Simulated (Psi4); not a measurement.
# Single-point calculation, with input and output: C2H4F2

- system: C2H4F2, SMILES FCCF
- method: HF/aug-cc-pVDZ, RHF (Psi4 1.11)

The geometry comes from this level: PBE0-D4/def2-TZVP.

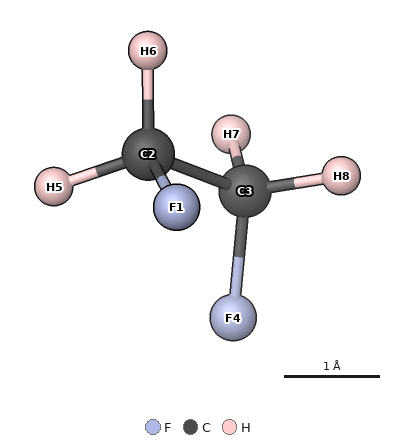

Figure 1. The input geometry (ball-and-stick view, seen at a tilt; atoms are numbered from 1 in the order of the input). Bond lengths as drawn: C–C 1.50 Å, C–F 1.38 Å and C–H 1.09 to 1.10 Å.

**Summary**

```csv
quantity,value
outcome,converged
total energy,−276.965094 hartree
basis functions,128
HOMO,−13.95 eV
LUMO,0.87 eV
dipole moment,3.00 D
hardware,"1 thread of Intel Xeon @ 2.70GHz, 189 GiB of memory available, shared host"
wall time,11 s
peak memory,0.26 GiB
```

Settings chosen away from the usual ones: ints_tolerance set to 1e-05 (from 0.0001). These settings are looser than, or depart from, a standard set-up, so the numbers are not reference values for this system.

**Input file (input.inp)**
```
memory 1.6 GB

molecule {
  0 1
  F     -2.48001987     1.46561489     1.65163953
  C     -0.21873580     1.35315729     0.36509509
  C      0.41177132    -1.31540056    -0.33519962
  F     -1.16809641    -2.17938335    -2.21636529
  H     -0.38017510     2.52815120    -1.32815621
  H      1.26658894     2.11263822     1.59088484
  H      2.36007896    -1.40306496    -1.02948500
  H      0.20860687    -2.56173163     1.30160556
  units au
  symmetry c1
}

set {
  reference      rhf
  puream         true
  scf_type       direct
  ints_tolerance 1e-05
  maxiter        60
}

energy_value = energy('scf/aug-cc-pVDZ')
print_variables()
```

Command:
```bash
psi4 -n 1 input.inp input.out
```

**Log**
```
Psi4 1.11 release

   => Loading Basis Set <=

    Name: AUG-CC-PVDZ
    Role: ORBITAL
    Keyword: BASIS

         ---------------------------------------------------------
                                   SCF
                              RHF Reference
                        1 Threads,   1525 MiB Core
         ---------------------------------------------------------

  ==> Geometry <==

    Molecular point group: c1
    Full point group: C1

    Geometry (in Bohr), charge = 0, multiplicity = 1:

       Center              X                  Y                   Z               Mass
    ------------   -----------------  -----------------  -----------------  -----------------
         F           -1.518159457729     1.653808954308     1.800532299316    18.998403162730
         C            0.743124612271     1.541351354308     0.513987859316    12.000000000000
         C            1.373631732271    -1.127206495692    -0.186306850684    12.000000000000
         F           -0.206235997729    -1.991189285692    -2.067472520684    18.998403162730
         H            0.581685312271     2.716345264308    -1.179263440684     1.007825032230
         H            2.228449352271     2.300832284308     1.739777609316     1.007825032230
         H            3.321939372271    -1.214870895692    -0.880592230684     1.007825032230
         H            1.170467282271    -2.373537565692     1.450498329316     1.007825032230

  Running in c1 symmetry.

  Rotational constants: A =      0.58655  B =      0.16734  C =      0.14665 [cm^-1]
  Rotational constants: A =  17584.32771  B =   5016.81768  C =   4396.49837 [MHz]
  Nuclear repulsion =  128.134632075241342

  Charge       = 0
  Multiplicity = 1
  Electrons    = 34
  Nalpha       = 17
  Nbeta        = 17

  ==> Algorithm <==

  SCF Algorithm Type is DIRECT.
  DIIS enabled.
  MOM disabled.
  Fractional occupation disabled.
  Guess Type is SAD.
  Energy threshold   = 1.00e-06
  Density threshold  = 1.00e-06
  Integral threshold = 1.00e-05

  ==> Primary Basis <==

  Basis Set: AUG-CC-PVDZ
    Blend: AUG-CC-PVDZ
    Number of shells: 56
    Number of basis functions: 128
    Number of Cartesian functions: 136
    Spherical Harmonics?: true
    Max angular momentum: 2

   => Loading Basis Set <=

    Name: (AUG-CC-PVDZ AUX)
    Role: JKFIT
    Keyword: DF_BASIS_SCF

  Starting with a DF guess...

  ==> Integral Setup <==

  DFHelper Memory: AOs need 0.061 GiB; user supplied 1.118 GiB.
  SCF_SUBTYPE=INCORE selected. In-core MEM_DF algorithm will be used.
  Using in-core AOs.

  ==> MemDFJK: Density-Fitted J/K Matrices <==

    J tasked:                   Yes
    K tasked:                   Yes
    wK tasked:                   No
    Memory [MiB]:              1144
    Algorithm:                 Core
    Schwarz Cutoff:           1E-05
    Mask sparsity (%):       2.3438
    Fitting Condition:        1E-10

   => Auxiliary Basis Set <=

  Basis Set: (AUG-CC-PVDZ AUX)
    Blend: AUG-CC-PVDZ-JKFIT
    Number of shells: 160
    Number of basis functions: 472
    Number of Cartesian functions: 544
    Spherical Harmonics?: true
    Max angular momentum: 3

  Minimum eigenvalue in the overlap matrix is 1.3385341269E-04.
  Reciprocal condition number of the overlap matrix is 1.2236342634E-05.
    Using symmetric orthogonalization.

  ==> Pre-Iterations <==

  SCF Guess: Superposition of Atomic Densities via on-the-fly atomic UHF (no occupation information).

   -------------------------
    Irrep   Nso     Nmo
   -------------------------
     A        128     128
   -------------------------
    Total     128     128
   -------------------------

  ==> Iterations <==

                           Total Energy        Delta E     RMS |[F,P]|

   @DF-RHF iter SAD:  -276.24518313586879   -2.76245e+02   0.00000e+00
   @DF-RHF iter   1:  -276.89363769366912   -6.48455e-01   2.74638e-03 ADIIS/DIIS
   @DF-RHF iter   2:  -276.95470123240204   -6.10635e-02   1.25930e-03 ADIIS/DIIS
   @DF-RHF iter   3:  -276.96378436748859   -9.08314e-03   3.35614e-04 ADIIS/DIIS
   @DF-RHF iter   4:  -276.96490222960722   -1.11786e-03   7.64137e-05 DIIS
   @DF-RHF iter   5:  -276.96496840621273   -6.61766e-05   1.83617e-05 DIIS
   @DF-RHF iter   6:  -276.96497247978806   -4.07358e-06   3.88706e-06 DIIS
   @DF-RHF iter   7:  -276.96497278781055   -3.08022e-07   8.08067e-07 DIIS

  DF guess converged.

  ==> DirectJK: Integral-Direct J/K Matrices <==

    J tasked:                  Yes
    K tasked:                  Yes
    wK tasked:                  No
    Integrals threads:           1
    Screening Type:           CSAM
    Screening Cutoff:        1E-05
    Incremental Fock:           No

   @RHF iter   8:  -276.96509220683794   -2.76965e+02   3.14696e-05 DIIS
   @RHF iter   9:  -276.96509403017785   -1.82334e-06   1.36556e-06 DIIS
   @RHF iter  10:  -276.96509404562232   -1.54445e-08   3.16811e-07 DIIS
  Energy and wave function converged.

  ==> Post-Iterations <==

    Orbital Energies [Eh]
    ---------------------

    Doubly Occupied:

       1A    -26.301131     2A    -26.301127     3A    -11.330913
       4A    -11.330140     5A     -1.612285     6A     -1.601317
       7A     -1.053295     8A     -0.884152     9A     -0.737156
      10A     -0.736742    11A     -0.710533    12A     -0.680268
      13A     -0.674386    14A     -0.624724    15A     -0.543866
      16A     -0.530657    17A     -0.512613

    Virtual:

      18A      0.032014    19A      0.047226    20A      0.051892
      21A      0.059434    22A      0.105190    23A      0.111843
      24A      0.120440    25A      0.135489    26A      0.151411
      27A      0.168499    28A      0.171030    29A      0.198819
      30A      0.239960    31A      0.261812    32A      0.269847
      33A      0.281318    34A      0.305567    35A      0.312940
      36A      0.331470    37A      0.338504    38A      0.353020
      39A      0.375256    40A      0.387580    41A      0.405101
      42A      0.411231    43A      0.414814    44A      0.430697
      45A      0.466198    46A      0.487005    47A      0.502687
      48A      0.511050    49A      0.525965    50A      0.526926
      51A      0.551492    52A      0.582901    53A      0.592761
      54A      0.617980    55A      0.621178    56A      0.669927
      57A      0.671542    58A      0.678522    59A      0.681937
      60A      0.720575    61A      0.788704    62A      0.792346
      63A      0.816678    64A      0.819647    65A      0.836260
      66A      0.868805    67A      0.972022    68A      0.996977
      69A      1.022009    70A      1.094301    71A      1.169100
      72A      1.169432    73A      1.272048    74A      1.354866
      75A      1.406032    76A      1.426060    77A      1.458200
      78A      1.474601    79A      1.524449    80A      1.529043
      81A      1.615047    82A      1.620849    83A      1.655549
      84A      1.666483    85A      1.750575    86A      1.764912
      87A      1.789771    88A      1.834731    89A      1.860263
      90A      1.871597    91A      1.914143    92A      1.931114
      93A      1.959684    94A      1.966035    95A      2.047611
      96A      2.113407    97A      2.118673    98A      2.158735
      99A      2.179050   100A      2.208183   101A      2.245552
     102A      2.277630   103A      2.316159   104A      2.445368
     105A      2.453837   106A      2.489733   107A      2.592608
     108A      2.602621   109A      2.656515   110A      2.721259
     111A      2.764253   112A      2.859556   113A      2.925615
     114A      2.930077   115A      2.990715   116A      3.087188
     117A      3.583828   118A      3.672460   119A      4.970205
     120A      4.992776   121A      5.017963   122A      5.051382
     123A      5.078176   124A      5.088214   125A      5.117335
     126A      5.125964   127A      5.154557   128A      5.192318

    Final Occupation by Irrep:
              A
    DOCC [    17 ]
    NA   [    17 ]
    NB   [    17 ]

  @RHF Final Energy:  -276.96509404562232

   => Energetics <=

    Nuclear Repulsion Energy =            128.1346320752413419
    One-Electron Energy =                -637.8688251674650473
    Two-Electron Energy =                 232.7690990466013545
    Total Energy =                       -276.9650940456223225

Computation Completed

Properties will be evaluated at   0.000000,   0.000000,   0.000000 [a0]

Properties computed using the SCF density matrix

 Multipole Moments:

 ------------------------------------------------------------------------------------
     Multipole            Electronic (a.u.)      Nuclear  (a.u.)        Total (a.u.)
 ------------------------------------------------------------------------------------

 L = 1.  Multiply by 2.5417464519 to convert [e a0] to [Debye]
 Dipole X            :         -3.3372788            4.4835203            1.1462415
 Dipole Y            :         -0.6529718            0.8772153            0.2242435
 Dipole Z            :         -0.5166119            0.6940443            0.1774325
 Magnitude           :                                                    1.1813708

 ------------------------------------------------------------------------------------

	total time  =          9 seconds =       0.15 minutes

  Variable Map:
  ----------------------------------------------------------------------------
  "CURRENT ENERGY"           =>    -276.965094045622
  "CURRENT REFERENCE ENERGY" =>    -276.965094045622
  "DD SOLVATION ENERGY"      =>       0.000000000000
  "HF KINETIC ENERGY"        =>     276.690642885092
  "HF POTENTIAL ENERGY"      =>    -553.655736930714
  "HF TOTAL ENERGY"          =>    -276.965094045622
  "HF VIRIAL RATIO"          =>       2.000991906187
  "NUCLEAR REPULSION ENERGY" =>     128.134632075241
  "ONE-ELECTRON ENERGY"      =>    -637.868825167465
  "PCM POLARIZATION ENERGY"  =>       0.000000000000
  "PE ENERGY"                =>       0.000000000000
  "SCF ITERATION ENERGY"     =>    -276.965094045622
  "SCF ITERATIONS"           =>      10.000000000000
  "SCF TOTAL ENERGY"         =>    -276.965094045622
  "TWO-ELECTRON ENERGY"      =>     232.769099046601

  Array Variable Map:
  ----------------------------------------------------------------------------
  "CURRENT DIPOLE"           =>       1.146241482052 ... 0.177432476524 1 by 3
  "SCF DIPOLE"               =>       1.146241482052 ... 0.177432476524 1 by 3
  "SCF TOTAL ENERGIES"       =>    -276.965092206838 ... -276.965094045622 1 by 3

    Psi4 run time: 0:00:08.97
```

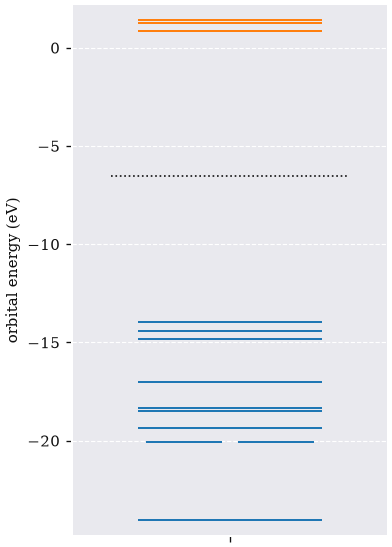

Figure 2. Orbital energies near the frontier; the dotted line parts filled from empty levels, and levels within 0.02 eV of each other stand side by side. Highest filled −13.95 eV, lowest empty 0.87 eV, 14.82 eV apart.
